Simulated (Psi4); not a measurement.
# One shape, several levels: C2H4N (SMILES [H]/[C]=N/C)

We compute a comparison of 6 runs (UHF/STO-3G, U-wB97X/6-31G, UB3LYP/6-31G*, UPW91-D4/cc-pwCVDZ, UPW91/cc-pwCVDZ, USCS-MP2/6-31G**) of C2H4N. 

Program for the calculation: Psi4 1.11.

11 further runs of the same task are left out: 5 that didn't finish, 6 set aside as unsound or not needed.

## Step 1: The molecule

The species is C2H4N (7 atoms), meant as a doublet with charge 0. As SMILES, `[H]/[C]=N/C`. The shape is that of a GFN2-xTB optimisation.

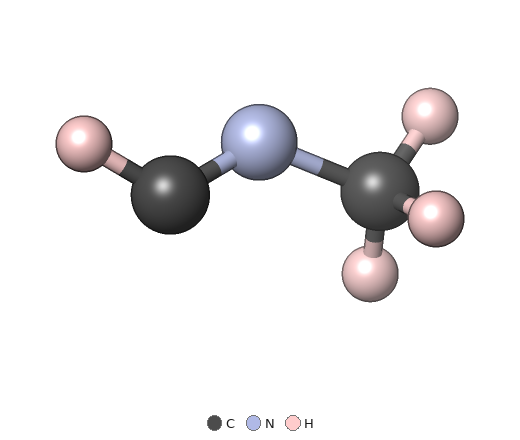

The structure, seen from a chosen angle (carbon dark grey, nitrogen light blue, hydrogen pink).

## Step 2: Energy and gradient at UHF/STO-3G (run 1)

File run_ase.py:

```python
import numpy as np
from ase.calculators.psi4 import Psi4
from ase import Atoms

atoms = Atoms(['C', 'N', 'C', 'H', 'H', 'H', 'H'], positions=[
    [-1.234080, -0.585500, -0.745890],
    [-0.626320, 0.006110, 0.147180],
    [0.768900, 0.264240, 0.287980],
    [-2.307290, -0.699770, -0.704770],
    [1.333000, -0.665780, 0.392390],
    [0.903430, 0.862130, 1.190620],
    [1.162370, 0.818570, -0.567510],
])
calc = Psi4(atoms=atoms, method='hf', basis='STO-3G', memory='1600MB', num_threads=1, charge=0, multiplicity=2, label='psi4-calc', reference='uhf')
calc.psi4.set_options({'puream': True, 'e_convergence': 1e-09, 'd_convergence': 1e-06, 'scf_type': 'pk', 'maxiter': 150, 'level_shift': 0.3, 'level_shift_cutoff': 1e-09})
atoms.calc = calc

forces = atoms.get_forces()
print(f'energy: {atoms.get_potential_energy():.6f} eV')
print('forces / eV A^-1')
print(np.round(forces, 5))
```

The run is started by

```bash
$ python run_ase.py
```

psi4-calc.dat:

```text
[...]
  Running in c1 symmetry.
[...]
  Nuclear repulsion =   65.905960009980774
[...]
  Multiplicity = 2
[...]
  Nalpha       = 12
  Nbeta        = 11
[...]
    Number of basis functions: 19
[...]
   @UHF iter   1:  -130.74115126398220   -2.20943e+00   7.56919e-03 DIIS/ADIIS/SHIFT
[...]
   @UHF iter  39:  -130.76435068774484   -1.90283e-10   1.82534e-07 DIIS/SHIFT
[...]
   @S^2 Observed:                9.859911543E-01
[...]
  @UHF Final Energy:  -130.76435068774484
   => Energetics <=
    Nuclear Repulsion Energy =             65.9059600099807739
    One-Electron Energy =                -307.4830316645311541
    Two-Electron Energy =                 110.8127209668055286
    Total Energy =                       -130.7643506877448374
  UHF NO Occupations:
  HONO-2 :   10  A 1.9987854
  HONO-1 :   11  A 1.8771611
[...]
  -Total Gradient:
     Atom            X                  Y                   Z
    ------   -----------------  -----------------  -----------------
       1        0.018716749879     0.032657210238     0.053074392200
       2        0.020424710604    -0.031664374565    -0.060688936416
       3       -0.044357272097    -0.005277276432     0.001720713186
       4        0.013402311438     0.004937552273     0.005485978388
       5       -0.001244329484    -0.001515392398     0.000118484600
       6       -0.005107019616     0.000280471795     0.001444065001
       7       -0.001835150724     0.000581809089    -0.001154696959
[...]
```

Standard output:

```text
energy: -3558.279225 eV
forces / eV A^-1
[[-0.96245 -1.6793  -2.72919]
 [-1.05028  1.62825  3.12075]
 [ 2.28094  0.27137 -0.08848]
 [-0.68917 -0.2539  -0.2821 ]
 [ 0.06399  0.07792 -0.00609]
 [ 0.26261 -0.01442 -0.07426]
 [ 0.09437 -0.02992  0.05938]]
```

Wall time 3.3 s (1 thread of AMD EPYC 7R43 (Zen 3), shared host); peak memory 0.18 GiB.

## Step 3: Energy and gradient at U-wB97X/6-31G (run 2)

File input.in:

```
memory 1.6 GB

molecule mol {
  0 2
  C     -1.234080    -0.585500    -0.745890
  N     -0.626320     0.006110     0.147180
  C      0.768900     0.264240     0.287980
  H     -2.307290    -0.699770    -0.704770
  H      1.333000    -0.665780     0.392390
  H      0.903430     0.862130     1.190620
  H      1.162370     0.818570    -0.567510
  units angstrom
  symmetry c1
  no_reorient
  no_com
}

set {
  basis                6-31G
  reference            uks
  puream               true
  e_convergence        1e-09
  d_convergence        1e-08
  scf_type             pk
  dft_radial_points    99
  dft_spherical_points 590
  maxiter              200
}

e_tot, wfn = gradient('wb97x', return_wfn=True)
oeprop(wfn, 'QUADRUPOLE', 'LOWDIN_CHARGES', 'DIPOLE')
```

The run is started by

```bash
$ psi4 -i input.in -o input.out -n 1
```

input.out:

```text
[...]
  Running in c1 symmetry.
[...]
  Nuclear repulsion =   65.905960009980760
[...]
  Multiplicity = 2
[...]
  Nalpha       = 12
  Nbeta        = 11
[...]
    Number of basis functions: 35
[...]
   @UKS iter   1:  -133.12017757441046   -6.15397e-01   9.84317e-03 ADIIS/DIIS
[...]
   @UKS iter  14:  -133.18599133483065   -9.09495e-13   6.14830e-09 DIIS
[...]
   @S^2 Observed:                7.530554968E-01
[...]
  @UKS Final Energy:  -133.18599133483065
   => Energetics <=
    Nuclear Repulsion Energy =             65.9059600099807597
    One-Electron Energy =                -308.7931101394520965
    Two-Electron Energy =                 122.9344604712977258
    DFT Exchange-Correlation Energy =     -13.2333016766570335
    Empirical Dispersion Energy =           0.0000000000000000
    VV10 Nonlocal Energy =                  0.0000000000000000
    Total Energy =                       -133.1859913348306463
[...]
  -Total Gradient:
     Atom            X                  Y                   Z
    ------   -----------------  -----------------  -----------------
       1        0.004767786451     0.003437984261     0.005462627708
       2        0.006042352848    -0.001039110604    -0.003885374934
       3       -0.016806175820    -0.007392657142    -0.008524727341
       4        0.012179923909     0.004727317929     0.005358285749
       5       -0.000846392964     0.000647121742     0.000004055888
       6       -0.004656516887    -0.000117643443     0.000647309134
       7       -0.000701221843    -0.000266666033     0.000918547754
[...]
```

Wall time 17 s (1 thread of AMD EPYC 7R43 (Zen 3), shared host); peak memory 0.61 GiB.

Runs 3 to 4 aren't shown in full; the table further down has their settings and results.

## Step 4: The charge distribution at UPW91/cc-pwCVDZ (density fitting) (run 5)

File job.dat:

```
memory 1600 MB

molecule mol {
  0 2
  C
  N 1 1.231645
  C 2 1.425866 1 129.89689
  H 1 1.080059 2 120.89982 3 179.9042
  H 3 1.092725 2 111.13054 1 -63.79335
  H 3 1.091022 5 108.88712 2 118.28916
  H 3 1.092686 6 108.98542 5 -118.43368
  symmetry c1
}

set {
  basis cc-pwCVDZ
  reference uks
  scf_type df
}

e, wfn = energy('pw91', return_wfn=True)
oeprop(wfn, 'NO_OCCUPATIONS', 'DIPOLE', title='PW91')
print_variables()
```

The run is started by

```bash
$ psi4 job.dat job.out -n 1
```

job.out:

```text
[...]
  Running in c1 symmetry.
[...]
  Nuclear repulsion =   65.905961747169385
[...]
  Multiplicity = 2
[...]
  Nalpha       = 12
  Nbeta        = 11
[...]
    Number of basis functions: 74
[...]
   @DF-UKS iter   1:  -132.95174435176369   -1.76564e-01   9.92017e-03 DIIS/ADIIS
[...]
   @DF-UKS iter   9:  -133.22900560314886   -7.82724e-08   8.74545e-07 DIIS
[...]
   @S^2 Observed:                7.517302196E-01
[...]
  @DF-UKS Final Energy:  -133.22900560314886
   => Energetics <=
    Nuclear Repulsion Energy =             65.9059617471693855
    One-Electron Energy =                -309.0953755082510952
    Two-Electron Energy =                 129.1006016857680549
    DFT Exchange-Correlation Energy =     -19.1401935278352013
    Empirical Dispersion Energy =           0.0000000000000000
    VV10 Nonlocal Energy =                  0.0000000000000000
    Total Energy =                       -133.2290056031488632
[...]
 Multipole Moments:
 ------------------------------------------------------------------------------------
     Multipole            Electronic (a.u.)      Nuclear  (a.u.)        Total (a.u.)
 ------------------------------------------------------------------------------------
 L = 1.  Multiply by 2.5417464519 to convert [e a0] to [Debye]
 Dipole X            :         -0.0006618           -0.0039944           -0.0046562
 Dipole Y            :          1.3823553           -1.5322539           -0.1498986
 Dipole Z            :         -1.4822807            1.7911029            0.3088222
 Magnitude           :                                                    0.3433110
[...]
```

Wall time 7.5 s (1 thread of AMD EPYC 7R43 (Zen 3), shared host); peak memory 0.49 GiB.

## Step 5: The energy at USCS-MP2/6-31G(d,p) (Cartesian functions) (run 6)

File run_ase.py:

```python
import numpy as np
from ase.calculators.psi4 import Psi4
from ase import Atoms

mol = Atoms(['C', 'N', 'C', 'H', 'H', 'H', 'H'], positions=[
    [-1.234080, -0.585500, -0.745890],
    [-0.626320, 0.006110, 0.147180],
    [0.768900, 0.264240, 0.287980],
    [-2.307290, -0.699770, -0.704770],
    [1.333000, -0.665780, 0.392390],
    [0.903430, 0.862130, 1.190620],
    [1.162370, 0.818570, -0.567510],
])
calc = Psi4(atoms=mol, method='scs-mp2', basis='6-31G**', memory='1600MB', num_threads=1, charge=0, multiplicity=2, label='psi4-calc', reference='uhf')
calc.psi4.set_options({'scf_type': 'pk', 'freeze_core': True, 'mp2_type': 'df'})
mol.calc = calc

print(f'energy: {mol.get_potential_energy():.6f} eV')
```

The run is started by

```bash
$ python run_ase.py
```

psi4-calc.dat:

```text
[...]
  Running in c1 symmetry.
[...]
  Nuclear repulsion =   65.905960009980774
[...]
  Multiplicity = 2
[...]
  Nalpha       = 12
  Nbeta        = 11
[...]
    Number of basis functions: 65
[...]
   @UHF iter   1:  -132.37908003187459   -7.76058e-01   4.15968e-03 DIIS/ADIIS
[...]
   @UHF iter  21:  -132.43198637697139   -3.12639e-12   5.65921e-09 DIIS
[...]
   @S^2 Observed:                8.418376932E-01
[...]
  @UHF Final Energy:  -132.43198637697139
   => Energetics <=
    Nuclear Repulsion Energy =             65.9059600099807739
    One-Electron Energy =                -308.7196001859880425
    Two-Electron Energy =                 110.3816537990358739
    Total Energy =                       -132.4319863769713947
  UHF NO Occupations:
  HONO-2 :   10  A 1.9974509
  HONO-1 :   11  A 1.9566946
[...]
 Multipole Moments:
 ------------------------------------------------------------------------------------
     Multipole            Electronic (a.u.)      Nuclear  (a.u.)        Total (a.u.)
 ------------------------------------------------------------------------------------
 L = 1.  Multiply by 2.5417464519 to convert [e a0] to [Debye]
 Dipole X            :         -1.9436540            2.2064148            0.2627608
 Dipole Y            :         -0.6585955            0.6031346           -0.0554609
 Dipole Z            :         -0.7171068            0.5690615           -0.1480454
 Magnitude           :                                                    0.3066538
[...]
	SCS-MP2 Total Energy (a.u.)        :  -132.84628049219458
	SOS-MP2 Total Energy (a.u.)        :  -132.81259329871710
	SCSN-MP2 Total Energy (a.u.)       :  -132.60985475853246
[...]
	SOS-PI-MP2 Total Energy (a.u.)     :  -132.87602778567472
[...]
	MP2 Total Energy (a.u.)            :  -132.85022039219191
[...]
```

On the terminal:

```text
energy: -3614.931420 eV
```

Wall time 3.6 s (1 thread of AMD EPYC 7R43 (Zen 3), shared host); peak memory 0.26 GiB.

## Step 6: The series

| run | level | density convergence threshold | iteration cap | energy (Eh) | dipole moment (D) | HOMO energy (eV) | ⟨S²⟩ | wall time |
| --- | --- | --- | --- | --- | --- | --- | --- | --- |
| 1 | UHF/STO-3G | 1e-06 | 150 | -130.764351 | 0.99 | -7.05 | 0.986 | 3.3 s |
| 2 | U-wB97X/6-31G | 1e-08 | 200 | -133.185991 | 0.86 | -7.63 | 0.753 | 17 s |
| 3 | UB3LYP/6-31G* (spherical functions) | 1e-08 | 200 | -133.272780 | 0.78 | -5.00 | 0.752 | 18 s |
| 4 | UPW91-D4/cc-pwCVDZ (density fitting) | – | – | -133.231346 | 0.87 | -3.92 | 0.752 | 9 s |
| 5 | UPW91/cc-pwCVDZ (density fitting) | – | – | -133.229006 | 0.87 | -3.92 | 0.752 | 7.5 s |
| 6 | USCS-MP2/6-31G** (Cartesian functions) | – | – | -132.846280 | – | -9.21 | 0.842 | 3.6 s |

## Step 7: What came out

| quantity | value |
| --- | --- |
| run 6: total energy | -132.84628 Eh |
| run 6: HOMO energy (Hartree–Fock orbitals) (highest over α and β) | -9.21 eV |
| run 6: LUMO energy (Hartree–Fock orbitals) (lowest over α and β) | 3.54 eV |
| run 6: correlation energy (3 core orbitals frozen) | -414.3 mEh |
| run 6: ⟨S²⟩ of the reference determinant | 0.842 |

Over runs 1, 2, 3, 4, 5 the dipole moment (its size) runs from 0.78 D (UB3LYP/6-31G*) to 0.99 D (UHF/STO-3G). The two ends differ in method and basis. Totals of different functionals can't be ranked against each other. In run 1 the basis is minimal, so the values are rough. Spin contamination of the reference: run 1 ⟨S²⟩ = 0.99. All runs together took 58 s, the longest 18 s.
